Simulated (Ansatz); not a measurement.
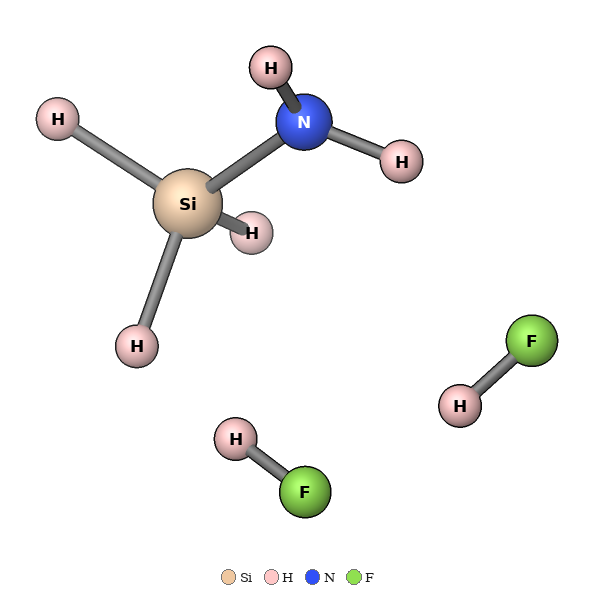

Depth is shown by fading: the farther an atom, the more it takes the colour of the background. The geometry was computed by an optimisation with PBE0-D4/def2-TZVP.

> Which symmetry elements does this geometry have?

It has no symmetry element but the identity, so the point group is C1. The group has 1 operation. The geometry is chiral, and symmetry allows a dipole moment.
